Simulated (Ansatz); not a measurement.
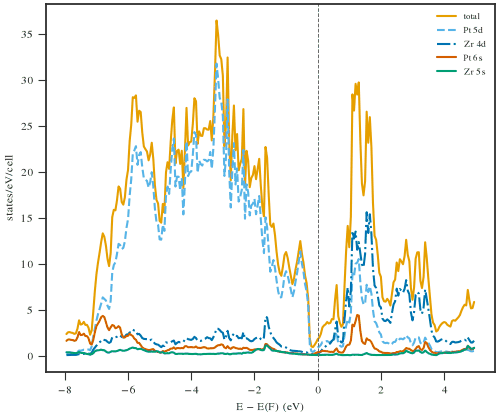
Figure. Total and projected density of states of ZrPt3 in space group P6_3/mmc (No. 194; Zr on 2a, Zr on 2c, Pt on 6g, Pt on 6h), PBEsol (plane waves, PAW; program Ansatz)

Problem. Which orbitals carry the states next to the Fermi level?

Solution. Within 0.5 eV of the Fermi level: Pt 5d 68 %, Zr 4d 15 %, Pt 6s 7 %, outside the projected shells 7 %. Projections are on Löwdin-orthogonalised atomic valence shells; empty p or d shells of many metals are not among them.

Problem. Where is the tallest occupied peak in this window, and what makes it?

Solution. Near -3.2 eV, about 36 states/eV per cell; the largest projected share is Pt 5d.

The first step of the workflow began from a Materials Project structure, measured or hypothetical; the Crystallography Open Database copy checked does not list it. COD files the formula under space group No. 221. Its standing as an ambient phase is unchecked. The PBEsol relaxation kept the symmetry of its start; whether a distortion lowers the energy is not shown. The run is not spin-polarised. Scalar-relativistic: spin–orbit coupling is off unless named, which matters more the heavier the elements.

Potentials: the later of the program's two PAW sets.
